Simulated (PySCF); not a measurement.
In(Me)2(OH)(OH2), C₂H₉InO₂, singlet at its PBE0/def2-SVP optimised geometry (Å):

```
14

In    -1.4037    -1.1736     0.0000
C     -1.8509    -1.6972    -2.0399
H     -2.9384    -1.7003    -2.2058
H     -1.4632    -2.6954    -2.2918
H     -1.3983    -0.9509    -2.7085
C     -1.9669    -1.8352     1.9709
H     -2.2140    -2.9063     1.9732
H     -2.8442    -1.2737     2.3256
H     -1.1309    -1.6611     2.6635
O     -0.5960     0.7672     0.0000
H     -0.7757     1.3226     0.7653
O      0.9736    -1.1736     0.0000
H      0.7185    -0.1934     0.0187
H      1.4037    -1.3226    -0.8500
```

Computed with PySCF with PBE0/def2-TZVP, def2 effective core potentials past Kr. The core electrons that the potentials of In replace are not part of the density.

Map of the log10 of the electron density (e/bohr³), floored at −4 on the plane z = 1.5 Å:

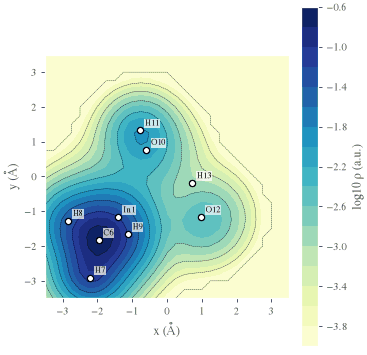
Log10 of the electron density (e/bohr³), floored at −4 on the plane z = 1.5 Å.
